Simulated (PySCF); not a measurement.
# triplet BClO at 6 levels

Aim: a comparison of 6 runs (UHF/STO-3G, UHF/3-21G, U-revPBE/def2-TZVPP, U-wB97M-V/def2-TZVPP, UBLYP/def2-TZVPP, UM06-2X/def2-TZVPP) of triplet BClO. The job is set up through a Python script.

The calculation is run with PySCF 2.14.0.

4 further runs of the same task are left out: 1 that didn't finish, 3 set aside as unsound or not needed.

### 1 The system as given

BClO has 3 atoms, charge 0, and is taken as a triplet. SMILES of the parent species: `O=BCl`. The shape is that of a GFN2-xTB optimisation. That shape belongs to the parent species and isn't relaxed for this state.

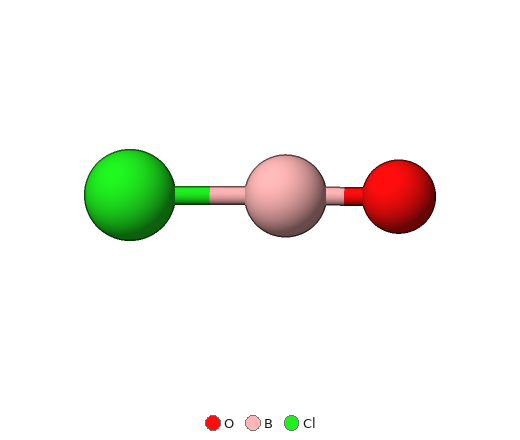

The structure, seen from a chosen angle (oxygen red, boron pink, chlorine green).

### 2 The energy at UHF/STO-3G (run 1)

File mol.xyz:

```xyz
3
BClO
O      1.019560     0.606200     0.626990
B      0.113080     0.066620     0.069470
Cl    -1.132640    -0.672810    -0.696460
```

File run.py:

```python
from pyscf import gto, scf

mol = gto.M(
    atom='mol.xyz',
    max_memory=1860,
    charge=0,
    verbose=3,
    spin=2,
    basis='sto-3g',
)

myscf = scf.UHF(mol)
myscf.conv_tol = 1e-10
myscf.kernel()
if not myscf.converged:
    myscf = myscf.newton().run(myscf.mo_coeff, myscf.mo_occ)

e_tot = myscf.e_tot
print('E = %.10f Eh' % e_tot)
```

On the command line:

```sh
$ OMP_NUM_THREADS=1 python run.py
```

The log of the run:

```text
WARN: HOMO 0.229437081301291 >= LUMO -0.463250272524453

converged SCF energy = -552.49053230186  <S^2> = 2.0045891  2S+1 = 3.0030578
E = -552.4905323019 Eh
```

Wall time 0.7 s (1 thread of Arm Neoverse V1, shared host); peak memory 0.1 GiB.

### 3 A single-point energy at UHF/3-21G (run 2)

File job.py:

```python
from pyscf import gto, scf

mol = gto.M(
    atom='''
O    1.019560   0.606200   0.626990
B    0.113080   0.066620   0.069470
Cl  -1.132640  -0.672810  -0.696460
''',
    verbose=3,
    spin=2,
    max_memory=1860,
    basis='3-21g',
)

calc0 = scf.UHF(mol)
calc0.conv_tol = 1e-10
calc0.kernel()
if not calc0.converged:
    calc0 = calc0.newton().run(calc0.mo_coeff, calc0.mo_occ)

e_tot = calc0.e_tot
print(f'total energy: {e_tot:.8f} hartree')
```

On the command line:

```sh
$ OMP_NUM_THREADS=1 python job.py
```

The log of the run:

```text
WARN: HOMO 0.0863183556884772 >= LUMO -0.469802269601296

WARN: HOMO -0.171500056553234 >= LUMO -0.176711728766393

WARN: HOMO -0.154799117036692 >= LUMO -0.184548195866152

WARN: HOMO -0.143484886971476 >= LUMO -0.142970531680731

converged SCF energy = -556.05706347436  <S^2> = 2.0050708  2S+1 = 3.0033786
total energy: -556.05706347 hartree
```

Run time: 0.72 s. Hardware: 1 thread of Arm Neoverse V1, shared host; peak memory 0.1 GiB.

Runs 3 to 5 aren't shown in full; the table further down has their settings and results.

### 4 The energy at UM06-2X/def2-TZVPP (run 6)

File calc.py:

```python
from pyscf import gto, dft

mol = gto.Mole()
mol.atom = '''
O      1.926689     1.145552     1.184839
B      0.213690     0.125894     0.131279
Cl    -2.140379    -1.271427    -1.316119
'''
mol.max_memory = 1860
mol.verbose = 4
mol.unit = 'bohr'
mol.spin = 2
mol.basis = 'def2-tzvpp'
mol.build()

ks = dft.UKS(mol, xc='m06-2x')
ks.conv_tol = 1e-10
ks.grids.level = 5
ks.kernel()
if not ks.converged:
    ks = ks.newton().run(ks.mo_coeff, ks.mo_occ)

e_tot = ks.e_tot
print('Final energy', e_tot)
```

On the command line:

```sh
$ OMP_NUM_THREADS=1 python calc.py
```

The log of the run:

```text
PySCF version 2.14.0

[... 78 lines left out ...]
[... the frontier-level lines of each cycle are left out ...]
[... 41 lines left out ...]
[... 41 lines left out ...]
[... 41 lines left out ...]
[... 41 lines left out ...]
[... 1 line left out ...]
cycle= 33 E= -560.054050959356  delta_E= -1.04e-10  |g|= 4.58e-06  |ddm|= 1.09e-05


cycle= 34 E= -560.05405095944  delta_E= -8.44e-11  |g|= 4.58e-06  |ddm|= 7.37e-06


Extra cycle  E= -560.054050959557  delta_E= -1.16e-10  |g|= 4.58e-06  |ddm|= 1.02e-05
converged SCF energy = -560.054050959557  <S^2> = 2.0080071  2S+1 = 3.0053334
Final energy -560.0540509595565
```

Wall time 2.2 min (1 thread of Arm Neoverse V1, shared host); peak memory 0.58 GiB.

### 5 Overview of the runs

| run | level | integration grid | nlc grid | energy (Eh) | dipole moment (D) | HOMO energy (eV) | ⟨S²⟩ | wall time |
| --- | --- | --- | --- | --- | --- | --- | --- | --- |
| 1 | UHF/STO-3G | – | – | -552.490532 | 2.03 | 0.01 | 2.005 | 0.7 s |
| 2 | UHF/3-21G | – | – | -556.057063 | 1.07 | -4.13 | 2.005 | 0.72 s |
| 3 | U-revPBE/def2-TZVPP | 5 | – | -560.027420 | 1.57 | -1.49 | 2.004 | 24 s |
| 4 | U-wB97M-V/def2-TZVPP | 5 | 1 | -560.059818 | 1.27 | -4.36 | 2.010 | 2.8 min |
| 5 | UBLYP/def2-TZVPP | 5 | – | -560.125365 | 1.78 | -1.34 | 2.004 | 24 s |
| 6 | UM06-2X/def2-TZVPP | 5 | – | -560.054051 | 1.01 | -3.56 | 2.008 | 2.2 min |

### 6 Summary of results

| quantity | value |
| --- | --- |
| run 6: total energy | -560.05405 Eh |
| run 6: dipole moment | 1.01 D |
| run 6: HOMO energy (highest over α and β) | -3.56 eV |
| run 6: ⟨S²⟩ | 2.008 |

The dipole moment (its size) runs from 1.01 D (UM06-2X/def2-TZVPP) to 2.03 D (UHF/STO-3G). The two ends differ in method and basis. The two dipoles point in opposite directions. Totals of different functionals can't be ranked against each other. In run 1 the basis is minimal, so the values are rough. All runs together took 5.8 min, the longest 2.8 min.
